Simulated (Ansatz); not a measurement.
# Run report: SiAsH5, single-point calculation

System: SiAsH5.
Method: RKS BHLYP-D4/def2-TZVPP (Ansatz 0.2.0).

The geometry comes from this level: PBE0-D4/def2-TZVP.

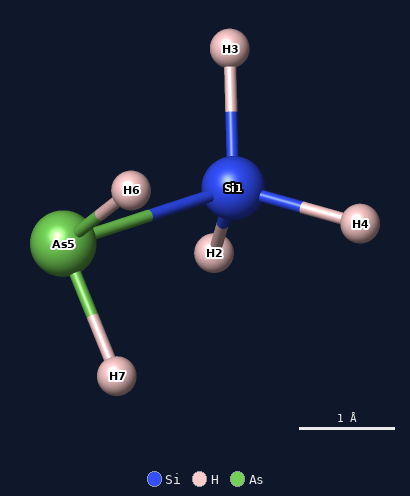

*The structure (ball-and-stick view, seen at a tilt; atoms are numbered from 1 in the order of the input).*

Bond lengths as drawn: As–H 1.52 Å, As–Si 2.37 Å and H–Si 1.49 Å.

## Results in brief

| quantity | value |
| --- | --- |
| outcome | converged |
| total energy | −68800.2785 eV |
| mean-field energy | −68800.1079 eV |
| dispersion energy | −0.1706 eV |
| SCF solution under orbital rotations | stable |
| hardware | 4 threads of Intel Xeon @ 2.50GHz, 180 GiB of memory available, shared host |
| wall time | 2.5 s (CPU time 7.9 s) |
| peak memory | 0.51 GiB |

## The input
```yaml
crystal:
  periodic: [false, false, false]
  atoms:
    - {symbol: Si, position_ang: [-1.737267, -1.156478, -0.317099]}
    - {symbol: H, position_ang: [-2.435274, -1.291207, -1.622257]}
    - {symbol: H, position_ang: [-2.596974, -1.735120, 0.748201]}
    - {symbol: H, position_ang: [-1.516573, 0.284561, -0.032183]}
    - {symbol: As, position_ang: [0.263031, -2.414839, -0.417045]}
    - {symbol: H, position_ang: [0.798642, -1.775834, 0.857048]}
    - {symbol: H, position_ang: [0.944124, -1.374562, -1.295949]}
basis:
  gaussian: {orbitals: def2-TZVPP}
hamiltonian: {xc: {name: BHLYP}, dispersion: d4}
```

Launch command:
```bash
ansatz run in.yaml --threads 4 --pin off --events-out ev --progress --plain --max-ram 9574MiB
```

## Output
```
Functional definition: BHLYP
  name "BHLYP"
  cite "Becke, J. Chem. Phys. 98, 1372 (1993) doi:10.1063/1.464304"
  cite "Becke, Phys. Rev. A 38, 3098 (1988) doi:10.1103/PhysRevA.38.3098"
  cite "Lee, Yang & Parr, Phys. Rev. B 37, 785 (1988) doi:10.1103/PhysRevB.37.785"
  parameter a = 0.5
  exchange = (1 - a)*b88_x + a*exact_x
  correlation = lyp_c
1063 factors; their error is unknown
mean field evaluation 1: about -68799.2642 eV, gradient 9.9e0 eV
mean field evaluation 2: about -68799.5267 eV, gradient 4.3e0 eV
mean field evaluation 4: about -68799.5616 eV, gradient 3.5e-1 eV
mean field evaluation 8: about -68800.1074 eV, gradient 7.7e-1 eV
mean field evaluation 16: about -68800.1077 eV, gradient 1.7e-5 eV
mean field -68800.10774195 eV, -2528.3573251288 hartree, gradient 1.7e-5 eV, S^2 0.000000; 0 other end points of the search recorded, 0 dependent functions left out
reference -68800.10791467 eV, -2528.3573314759 hartree; 26, 26 occupied and 134, 134 virtual orbitals, 1063 factors
Total energy: -68800.27853074 eV, -2528.3636015009 hartree
```
